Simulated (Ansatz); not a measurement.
A series of calculations on CH$_{4}$OS$_{2}$

## 1. Relaxation

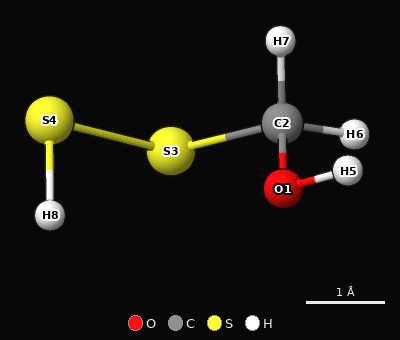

This is the input geometry for a relaxation of CH$_{4}$OS$_{2}$. Style: ball-and-stick. Shown from a free direction.

The run prepares an end point of a later path (torsion) calculation, from a guessed geometry.

Computed with RKS BLYP/def2-SVP in Ansatz.

Input file:
```yaml
crystal:
  periodic: [false, false, false]
  atoms:
    - { symbol: O, position_ang: [-0.9485, 0.6535, -0.318] }
    - { symbol: C, position_ang: [0.372, 0.7183, 0.0316] }
    - { symbol: S, position_ang: [0.7628, -0.6197, 1.1601] }
    - { symbol: S, position_ang: [0.3937, -2.2796, 0.068] }
    - { symbol: H, position_ang: [-1.1312, 1.4334, -0.9591] }
    - { symbol: H, position_ang: [0.5869, 1.6906, 0.5234] }
    - { symbol: H, position_ang: [1.0184, 0.654, -0.8655] }
    - { symbol: H, position_ang: [-0.962, -2.3077, 0.3036] }
basis:
  gaussian: { orbitals: def2-SVP }
hamiltonian:
  xc: blyp
relax:
  f_tol: 0.015
  max_steps: 40
output:
  orbitals: {}
```

Launched with:
```bash
ansatz run input.yaml --threads 1 --pin off --max-ram 2048MiB --backend cpu --events-out ev --progress --plain --runs-dir out
```

Predict the outcome.

Answer. H5 moves most after the best rigid fit: 1.15 Å. By element the largest moves are H 1.15 Å, O 0.39 Å, S 0.38 Å, C 0.21 Å. Among the contacts that change: S3–S4 2.021 → 2.124 Å, C2–S3 1.793 → 1.896 Å, O1–H5 1.026 → 0.982 Å, O1–C2 1.368 → 1.393 Å. Among the angles between lasting bonds that change: S3–C2–H6 109.4° → 103.3°, O1–C2–S3 109.6° → 114.9°, C2–S3–S4 103.5° → 99.1°. Groups turn about O1–C2 by about 115°. The energy falls by 0.430 eV in 22 accepted moves (24 points after the start). The largest force component goes from 2.5 to 0.0052 eV/Å. The line search rejected the trial steps at points 13, 19 of the run. The run took 42 s on 1 thread of Intel(R) Xeon(R) 6975P-C (Granite Rapids), on a shared host, peak memory 0.16 GiB.

The structure at the end:

```xyz
8

O    -0.9085    1.0393   -0.3195
C     0.4315    0.9173    0.0428
S     0.8329   -0.5884    1.1229
S     0.1437   -2.1239   -0.1722
H    -1.1070    0.2820   -0.9117
H     0.7073    1.7759    0.6891
H     1.1244    0.8726   -0.8271
H    -1.1321   -2.2319    0.3198
```

The end point in the same view:

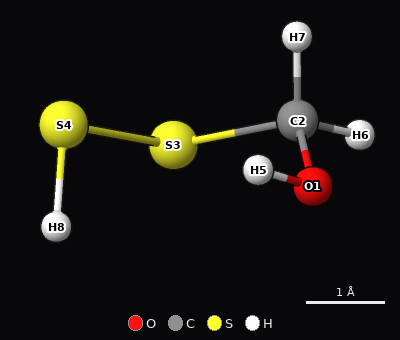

## 2. Relaxation

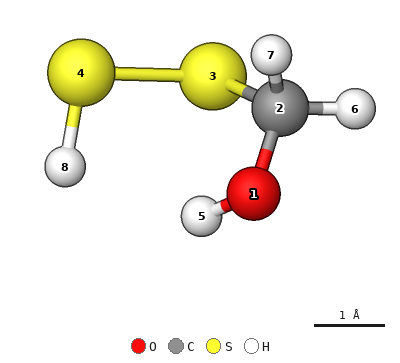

Starting structure of CH$_{4}$OS$_{2}$. A ball-and-stick model, seen at a tilt.

The run prepares an end point of a later path (torsion) calculation, from a guessed geometry.

Theory: Ansatz 0.2.0, RKS BLYP/def2-SVP.

Input file:
```yaml
crystal:
  periodic: [false, false, false]
  atoms:
    - { symbol: O, position_ang: [-0.9485, 0.6535, -0.318] }
    - { symbol: C, position_ang: [0.372, 0.7183, 0.0316] }
    - { symbol: S, position_ang: [1.14467, 2.11339, -0.78887] }
    - { symbol: S, position_ang: [0.1344, 3.70561, -0.06196] }
    - { symbol: H, position_ang: [-1.1312, 1.4334, -0.9591] }
    - { symbol: H, position_ang: [0.88962, -0.21805, -0.26627] }
    - { symbol: H, position_ang: [0.48222, 0.81973, 1.12901] }
    - { symbol: H, position_ang: [-0.92427, 3.61523, -0.93676] }
basis:
  gaussian: { orbitals: def2-SVP }
hamiltonian:
  xc: blyp
relax:
  f_tol: 0.015
  max_steps: 40
output:
  orbitals: {}
```

Command:
```bash
ansatz run input.yaml --threads 1 --pin off --max-ram 2048MiB --backend cpu --events-out ev --progress --plain --runs-dir out
```

Q: Predict the outcome.

A: H5 moves most after the best rigid fit: 0.95 Å. Largest moves by element: H 0.95 Å, S 0.30 Å, O 0.16 Å, C 0.11 Å. Among the contacts that change: S3–S4 2.021 → 2.121 Å, C2–S3 1.793 → 1.877 Å, O1–H5 1.026 → 0.979 Å, O1–C2 1.368 → 1.401 Å. Among the angles between lasting bonds that change: S3–C2–H6 109.4° → 102.0°, O1–C2–S3 109.6° → 115.4°, O1–C2–H6 110.0° → 114.2°. Groups turn about O1–C2 by about 60°. After 10 accepted moves (12 points after the start) the energy has fallen by 0.503 eV. Largest force component: 2.4 eV/Å at the start, 0.0096 eV/Å at the end. The line search rejected the trial steps at points 9, 11 of the run.

The structure at the end:

```xyz
8

O    -1.0831    0.6799   -0.2424
C     0.2889    0.7835    0.0214
S     1.1794    2.1709   -0.8751
S     0.3478    3.9067    0.0149
H    -1.1918    0.5161   -1.2013
H     0.8834   -0.1114   -0.2878
H     0.4080    0.9414    1.1097
H    -0.8136    3.9539   -0.7097
```

After the run, drawn alike:

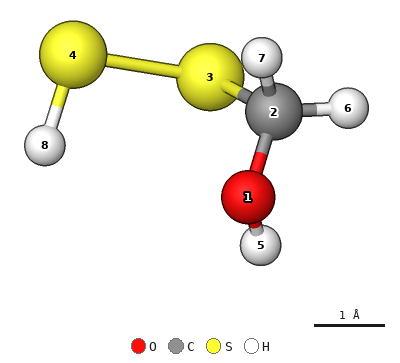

## 3. Path

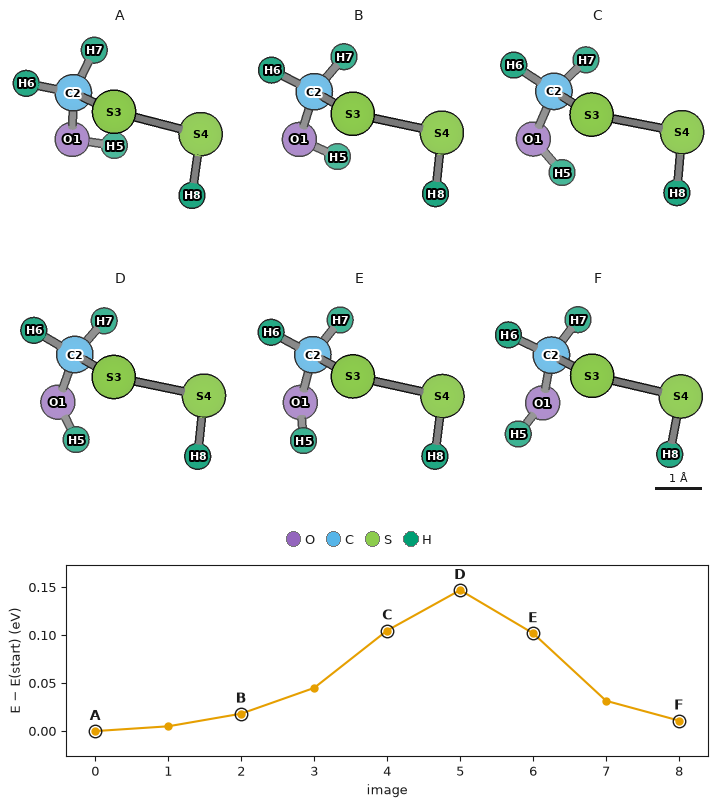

A search for the minimum-energy path of CH4OS2 by the nudged elastic band. Images are numbered from 0 (start) to 8 (end). Frames A to F are images 0, 2, 4, 5, 6, 8. The picture is a ball-and-stick view, seen from a free direction.

All numbers below come from RKS BLYP/def2-SVP (Ansatz). Run with 7 movable images; climbing image; force threshold 0.05 eV/Å; iteration limit 60; starting path through a guess of the saddle point.

Q: Describe the mechanism and the energy profile.

A: The highest point, image 5, lies 0.147 eV above the start and 0.136 eV above the end; the end is at +0.011 eV relative to the start. The motion is a rotation about the O1–C2 bond by about 125°. No bond forms or breaks between the ends. Bond angles that change up to the highest image, for instance: C2–S3–S4 99.1° → 103.3°, O1–C2–H7 113.5° → 111.4°. The band converged in 16 iterations. The largest component of the band force went from 200 to 0.044 eV/Å. The climbing image converged on the top of the path. Its vibrational analysis gives one imaginary mode (434i cm⁻¹), as a transition state must have.

The run took 3.4 min on 1 thread of Intel(R) Xeon(R) 6975P-C (Granite Rapids), with other jobs on the host, peak memory 0.16 GiB.
